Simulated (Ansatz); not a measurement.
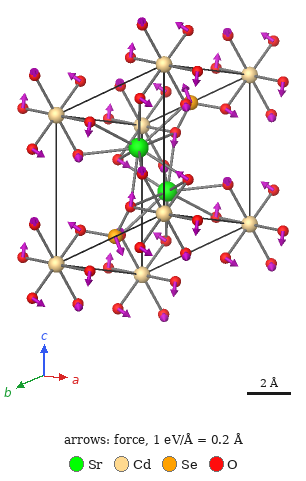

Starting geometry of crystalline Sr2CdSe2O6 (a generated structure, set up in R-3m) with the computed forces as purple arrows. A ball-and-stick model of the cell of the calculation, seen from a free direction.

The start is a swapped structure.

All numbers below come from Ansatz, DFT, PAW plane waves, r2SCAN.

The input:
```yaml
crystal:
  lattice:
    - [5.634891, 0.0, 0.0]
    - [-2.817446, 4.879959, 0.0]
    - [0.0, -3.253303, 6.246792]
  atoms:
    - { symbol: Sr, position: [0.80396, 0.60782, 0.41178] }
    - { symbol: Sr, position: [0.19604, 0.39218, 0.58822] }
    - { symbol: Cd, position: [0.0, 0.0, 0.0] }
    - { symbol: Se, position: [0.624, 0.2479, 0.8719] }
    - { symbol: Se, position: [0.376, 0.7521, 0.1281] }
    - { symbol: O, position: [0.74196, 0.01822, 0.76018] }
    - { symbol: O, position: [0.74196, 0.48392, 0.76018] }
    - { symbol: O, position: [0.27626, 0.01822, 0.76018] }
    - { symbol: O, position: [0.25804, 0.98178, 0.23982] }
    - { symbol: O, position: [0.72374, 0.98178, 0.23982] }
    - { symbol: O, position: [0.25804, 0.51608, 0.23982] }
  symmetry: { tolerance: 0.0003 }
kpoints:
  mp_grid: { grid: [5, 5, 5], shift: [0, 0, 0] }
magnetization:
  spin_polarized: false
scf:
  occupations: { method: cold, width: 0.1645 }
  lower_state_search: "off"
hamiltonian:
  pseudopotentials: { kind: paw }
  xc: r2scan
basis:
  ecutwfc: 500
  fft_grid_basis: typed
relax:
  max_steps: 60
  cell: { p_target: 0.0 }
  f_tol: 0.03
output:
  forces: true
  stress: true
  eigenvalues: true
  bader: true
  populations: true
  elf: true
  write_potential: true
  volumetric_format: npy
  dos:
    e_range: [-12, 8]
    de: 0.05
    projected: { site_lists: { Cd: [Cd], O: [O], Se: [Se], Sr: [Sr] } }
checkpoint:
  read: saved_state
```

Launched with:
```bash
ansatz run input.yaml --threads 2 --pin off --max-ram 3584MiB --backend cpu --events-out ev --progress --plain --runs-dir out
```

Is this structure relaxed? If not, where do the atoms go?

Answer. It isn't relaxed: the largest force vector, on Se atoms, is 5.50 eV/Å. The final displacements follow the starting forces only in part (cosine between the two patterns 0.61). The largest moves relative to the cell, 0.27 Å, are those of O6, O7, O8, O9, O10 and O11. O11 goes roughly along [0 1 3]. By element the largest moves are O 0.27 Å, Sr 0.22 Å, Se 0.05 Å. Cd stays in place. The drawn cell changes as follows: a = b 5.635 → 5.458 Å (−3.1 %), c 7.043 → 6.860 Å (−2.6 %), α 113.6° → 113.4°; the volume changes by −8.5 %. Among the contacts that change: Sr1–Se4 3.373 → 3.123 Å, Sr1–O10 3.017 → 2.787 Å, Sr1–O6 2.785 → 2.631 Å, Se4–O6 1.668 → 1.778 Å. Among the angles between lasting bonds that change: Sr2–O8–Sr2 138.1° → 156.6°, Cd3–O8–Se4 114.5° → 103.0°, O6–Cd3–O10 98.0° → 107.5°. The space group stays R-3m (No. 166). After 7 accepted moves (8 points after the start) the energy has fallen by 253 meV per atom. Largest force component: 5.5 eV/Å at the start, 0.0017 eV/Å at the end. Pressure: 8.20 GPa at the start and 0.00 GPa at the end. The SCF was repeated once at an unchanged geometry on a basis and grid sized afresh for the cell, which shifted the energy by 0.6 meV per atom at most. The run took 2.9 min on 2 threads of Arm Neoverse V2, with other jobs on the host, peak memory 1.2 GiB.
